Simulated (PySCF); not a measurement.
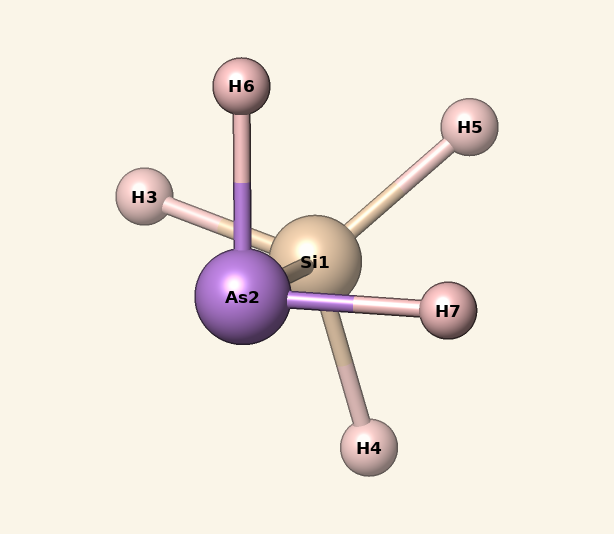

Si1 lies behind As2. The molecule seen a little off the As2–Si1 bond, As2 in front. Depth is shown by fading: the farther an atom, the more it takes the colour of the background. Computed geometry: PBE0-D3(BJ)/def2-SVP optimisation. No frequency run is at hand to confirm it as a minimum.

Q: What is the torsion angle H6–As2–Si1–H3? The sign is positive where the front bond must turn clockwise to cover the back bond.

A: −74°, synclinal (gauche).
